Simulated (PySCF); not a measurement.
**[Y(PH3)]3+: a change of charge**

Aim: at the relaxed geometry of [Y(PH3)]3+, try a change of charge. It is a constructed species; whether it can be made isn't addressed.

Computed with PySCF 2.14.0. Level: PBE0, Y def2-SVP with ECP28, P def2-SVP, H def2-SVP; scalar-relativistic core potentials, no spin–orbit coupling.

1 further run of the same task is left out (for a known fault of the program).

## 1. Starting geometry

5 atoms, charge 3, spin multiplicity 1.

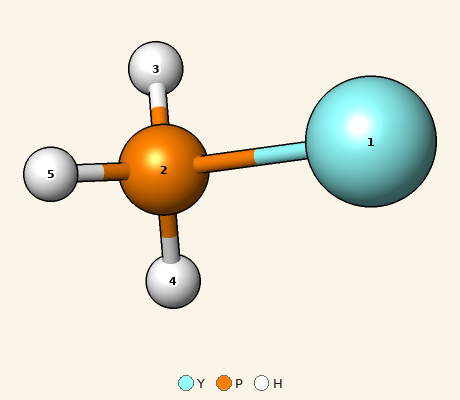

The structure; yttrium teal, phosphorus orange, hydrogen white; atoms are numbered from 1 in the order of the file.

Geometry (Å):

```xyz
5
H3PY
Y     0.0000    0.0000   -0.6779
P     0.0000    0.0000    2.1775
H     1.3336    0.0000    2.6902
H    -0.6668    1.1549    2.6902
H    -0.6668   -1.1549    2.6902
```

Formal oxidation states: Y +3. An earlier session relaxed this geometry at PBE0, Y def2-SVP with ECP28, P def2-SVP, H def2-SVP (singlet, point group C3v).

Its energy there is -379.865097 Eh.

## 2. One electron removed, multiplicity 2

File run.py (the lines that set the calculation):

```python
mol = gto.M(atom='''
Y      0.00000     0.00000    -0.67789
P      0.00000     0.00000     2.17751
H      1.33361    -0.00001     2.69019
H     -0.66680     1.15494     2.69019
H     -0.66681    -1.15493     2.69019''',
    basis={'Y': 'def2-SVP', 'P': 'def2-SVP', 'H': 'def2-SVP'},
    ecp={'Y': 'def2-SVP'},
    charge=4, spin=1)
mf = dft.UKS(mol, xc='PBE0')
mf.grids.atom_grid = (50, 194)
mf = mf.density_fit()  # fitting sets: Y def2-universal-JKFIT, P def2-universal-JKFIT, H def2-universal-JKFIT
mf.conv_tol = 1e-08; mf.max_cycle = 55
mf.kernel(dm0)  # dm0: the density of the relaxed state
```

Launch:

```bash
$ OMP_NUM_THREADS=2 python run.py
```

The log of the run:

```text
init E= -379.88200635821
  HOMO = -0.910202483119  LUMO = -0.893244717988  gap/eV = 0.46144
cycle= 1 E= -378.844228041305  delta_E= 1.04  |g|= 0.183  |ddm|= 0.754
  HOMO = -1.26441896234  LUMO = -1.13896023631  gap/eV = 3.41391
cycle= 2 E= -378.859678645188  delta_E= -0.0155  |g|= 0.132  |ddm|= 0.451
  HOMO = -1.22398912009  LUMO = -1.08901012953  gap/eV = 3.67297
cycle= 3 E= -378.870886610804  delta_E= -0.0112  |g|= 0.00982  |ddm|= 0.186
  HOMO = -1.22150751298  LUMO = -1.08434229927  gap/eV = 3.73246
cycle= 4 E= -378.870956818422  delta_E= -7.02e-05  |g|= 0.00374  |ddm|= 0.0166
  HOMO = -1.22273386792  LUMO = -1.08405585354  gap/eV = 3.77362
cycle= 5 E= -378.870969739458  delta_E= -1.29e-05  |g|= 0.00088  |ddm|= 0.00642
  HOMO = -1.22269109962  LUMO = -1.0839435816  gap/eV = 3.77551
cycle= 6 E= -378.870970456166  delta_E= -7.17e-07  |g|= 0.000111  |ddm|= 0.00144
  HOMO = -1.22272441429  LUMO = -1.08394508298  gap/eV = 3.77638
cycle= 7 E= -378.870970472569  delta_E= -1.64e-08  |g|= 3.45e-05  |ddm|= 0.000265
  HOMO = -1.22271950937  LUMO = -1.08394162869  gap/eV = 3.77634
cycle= 8 E= -378.870970474199  delta_E= -1.63e-09  |g|= 1.08e-05  |ddm|= 6.62e-05
  HOMO = -1.22271854012  LUMO = -1.08394173795  gap/eV = 3.77631
Extra cycle  E= -378.870970474426  delta_E= -2.27e-10  |g|= 4.98e-06  |ddm|= 2.27e-05
converged SCF energy = -378.870970474426  <S^2> = 0.75180236  2S+1 = 2.0018016
```

It took 0.7 s on 2 threads of Arm Neoverse V1, shared host.

It gives: E = -378.870970 Eh (+27.052 eV from the relaxed state), HOMO -33.27 eV, LUMO -29.50 eV (over both spins), ⟨S²⟩ = 0.752, Mulliken charge on Y1 +2.65 e. 

## 3. One electron added, multiplicity 2

run.py (the lines that set the calculation), as its differences from that of step 2:

```diff
@@ -8,3 +8,3 @@
     ecp={'Y': 'def2-SVP'},
-    charge=4, spin=1)
+    charge=2, spin=1)
 mf = dft.UKS(mol, xc='PBE0')
```

Launch:

```bash
$ OMP_NUM_THREADS=2 python run.py
```

The log of the run:

```text
init E= -379.879593892165
  HOMO = -0.740804968137  LUMO = -0.731854308802  gap/eV = 0.24356
cycle= 1 E= -380.467335294506  delta_E= -0.588  |g|= 0.199  |ddm|= 0.995
  HOMO = -0.469158652203  LUMO = -0.385568171391  gap/eV = 2.27461
cycle= 2 E= -380.498760482584  delta_E= -0.0314  |g|= 0.122  |ddm|= 0.714
  HOMO = -0.540762082431  LUMO = -0.428740165702  gap/eV = 3.04827
cycle= 3 E= -380.510899999575  delta_E= -0.0121  |g|= 0.0148  |ddm|= 0.254
  HOMO = -0.547477270357  LUMO = -0.433738227993  gap/eV = 3.09500
cycle= 4 E= -380.511035108437  delta_E= -0.000135  |g|= 0.00566  |ddm|= 0.0302
  HOMO = -0.548715727005  LUMO = -0.434398544796  gap/eV = 3.11073
cycle= 5 E= -380.511063298135  delta_E= -2.82e-05  |g|= 0.0012  |ddm|= 0.0134
  HOMO = -0.548680445886  LUMO = -0.434410692744  gap/eV = 3.10944
cycle= 6 E= -380.511067865212  delta_E= -4.57e-06  |g|= 0.000654  |ddm|= 0.00502
  HOMO = -0.54864864904  LUMO = -0.434373476639  gap/eV = 3.10959
cycle= 7 E= -380.511072607766  delta_E= -4.74e-06  |g|= 0.000583  |ddm|= 0.00602
  HOMO = -0.548659458699  LUMO = -0.434391286167  gap/eV = 3.10940
cycle= 8 E= -380.511077752736  delta_E= -5.14e-06  |g|= 0.000577  |ddm|= 0.00667
  HOMO = -0.548700999589  LUMO = -0.434440896197  gap/eV = 3.10918
cycle= 9 E= -380.511088309614  delta_E= -1.06e-05  |g|= 0.000569  |ddm|= 0.0138
  HOMO = -0.54924674581  LUMO = -0.435016965434  gap/eV = 3.10835
cycle= 10 E= -380.51114598124  delta_E= -5.77e-05  |g|= 0.000576  |ddm|= 0.0802
  HOMO = -0.549090493653  LUMO = -0.435001734871  gap/eV = 3.10451
...
cycle= 19 E= -380.511244554642  delta_E= -4.62e-06  |g|= 0.00131  |ddm|= 0.0152
  HOMO = -0.549422388256  LUMO = -0.437745113912  gap/eV = 3.03889
cycle= 20 E= -380.511263658469  delta_E= -1.91e-05  |g|= 0.00026  |ddm|= 0.0769
  HOMO = -0.54939115542  LUMO = -0.437974272991  gap/eV = 3.03181
cycle= 21 E= -380.511266816009  delta_E= -3.16e-06  |g|= 0.00031  |ddm|= 0.0207
  HOMO = -0.550168339028  LUMO = -0.43898677832  gap/eV = 3.02540
cycle= 22 E= -380.511273394708  delta_E= -6.58e-06  |g|= 0.000123  |ddm|= 0.0697
  HOMO = -0.549955535622  LUMO = -0.439186938991  gap/eV = 3.01417
cycle= 23 E= -380.511275315406  delta_E= -1.92e-06  |g|= 0.000214  |ddm|= 0.0312
  HOMO = -0.550064573167  LUMO = -0.439151056081  gap/eV = 3.01811
cycle= 24 E= -380.511274495735  delta_E= 8.2e-07  |g|= 8.15e-05  |ddm|= 0.0183
  HOMO = -0.550163192413  LUMO = -0.439791611615  gap/eV = 3.00336
cycle= 25 E= -380.511276475502  delta_E= -1.98e-06  |g|= 8.7e-05  |ddm|= 0.0483
  HOMO = -0.550262055692  LUMO = -0.439947013217  gap/eV = 3.00183
cycle= 26 E= -380.511276590105  delta_E= -1.15e-07  |g|= 3.14e-05  |ddm|= 0.00931
  HOMO = -0.550271217023  LUMO = -0.440024019778  gap/eV = 2.99998
cycle= 27 E= -380.511276612501  delta_E= -2.24e-08  |g|= 2.72e-05  |ddm|= 0.00509
  HOMO = -0.550290490848  LUMO = -0.440031173776  gap/eV = 3.00031
cycle= 28 E= -380.511276612902  delta_E= -4.02e-10  |g|= 1.02e-05  |ddm|= 0.00038
  HOMO = -0.55030301355  LUMO = -0.440032817266  gap/eV = 3.00060
Extra cycle  E= -380.51127661306  delta_E= -1.58e-10  |g|= 3.34e-06  |ddm|= 3.23e-05
converged SCF energy = -380.51127661306  <S^2> = 0.75101692  2S+1 = 2.0010167
```

Run time: 1.9 s. Hardware: 2 threads of Arm Neoverse V1, shared host.

Result: E = -380.511277 Eh (-17.583 eV from the relaxed state), HOMO -14.97 eV, LUMO -12.64 eV (over both spins), ⟨S²⟩ = 0.751, Mulliken charge on Y1 +1.57 e. 

## 4. Results

| state | energy from the relaxed state (eV) | ⟨S²⟩ | time |
| --- | --- | --- | --- |
| charge +3, singlet, vacuum (relaxed) | 0 | 0.00 |  |
| charge +2, doublet, vacuum | -17.58 | 0.75 | 1.9 s |
| charge +4, doublet, vacuum | 27.05 | 0.75 | 0.7 s |

An electron taken off or put on is at rest in vacuum. 

Removing an electron vertically costs 27.05 eV (doublet), against −HOMO = 24.54 eV. Adding an electron vertically releases 17.58 eV (doublet). The bases are small and lack diffuse functions. Spin–orbit coupling is left out.
